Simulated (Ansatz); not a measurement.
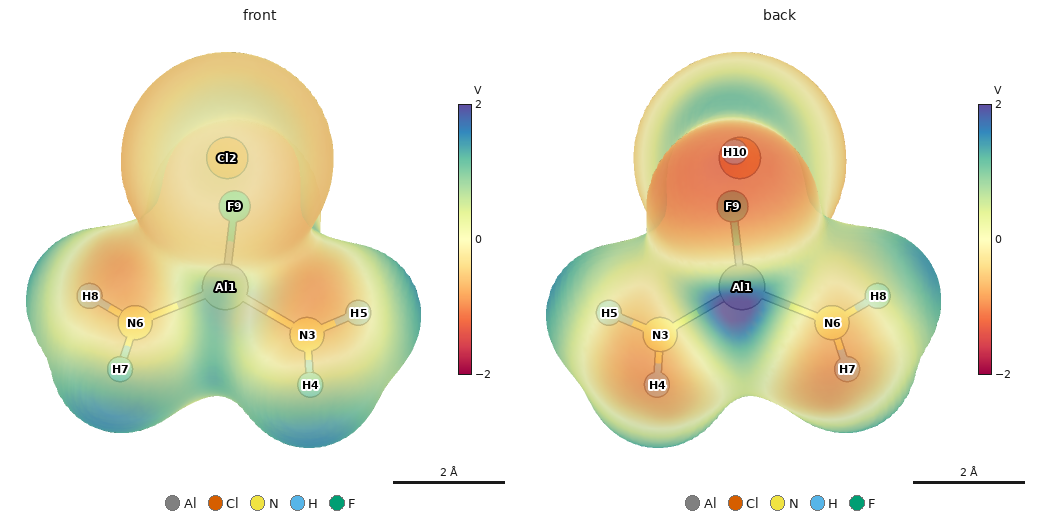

Figure. AlFH₄N₂···HCl. The electrostatic potential painted on the density surface at 0.002 e/bohr³, seen from the front and from behind; the colour scale runs from red (negative) to blue (positive).

Theory: RKS r2SCAN-D4/def2-SVP (Ansatz 0.2.0).

```xyz
10

Al    0.0185    0.6000   -0.4460
Cl    0.0217    0.2085    2.5344
N     1.5824   -0.0436   -0.9442
H     1.7332   -0.8844   -1.4903
H     2.4754    0.3235   -0.6322
N    -1.5562    0.0097   -0.9761
H    -1.7384   -0.8693   -1.4473
H    -2.4355    0.4659   -0.7552
F     0.0312    2.1016    0.3578
H     0.0235    1.3839    1.9499
```

### Which sites attract a positive test charge, and which a negative one?

A positive charge is drawn to the negative regions and a negative charge to the positive ones. The most negative region (about −1.3 V) lies over F9, the most positive (about +1.8 V) over Al1. Cl2 shows a σ-hole: about +0.1 V at the tip opposite its bond, against about −0.4 V on its flanks.
